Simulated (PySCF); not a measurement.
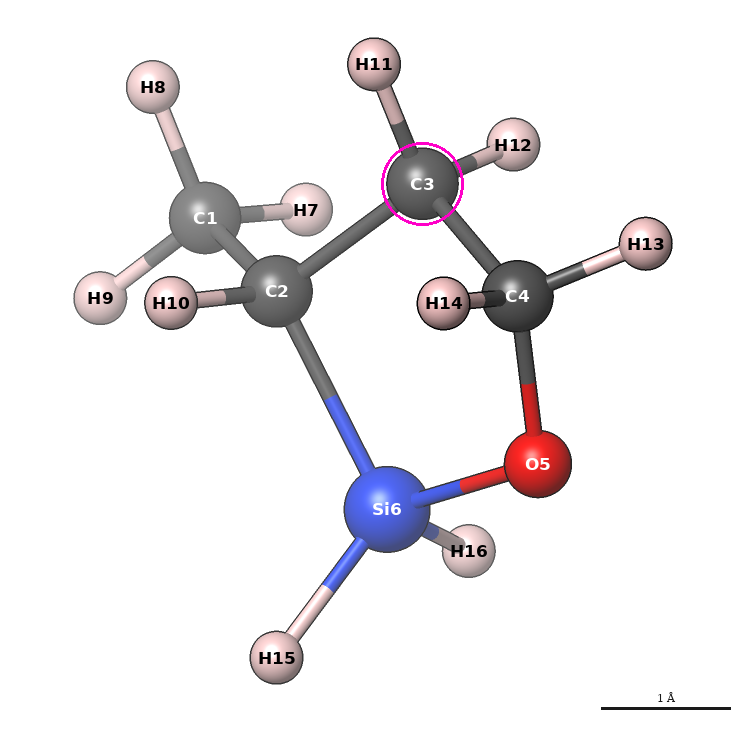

Orthographic view. Distant atoms are faded towards the background colour. The computed structure is the end point of a PBE0-D3(BJ)/def2-SVP optimisation. No frequency run is at hand to confirm it as a minimum.

### Name the neighbours of the circled atom.

The circled atom is C3; it is bonded to C2, C4, H11, H12.

### Which atom is nearest the viewer?

H14, 2.4 Å in front of the mean position.

### Of O5 and Si6, which is nearer the viewer?

O5; the bond to Si6 points away from the viewer, so it looks shorter than its 1.68 Å.

### Which two atoms are farthest apart in space?

H9 and H13, 5.56 Å.
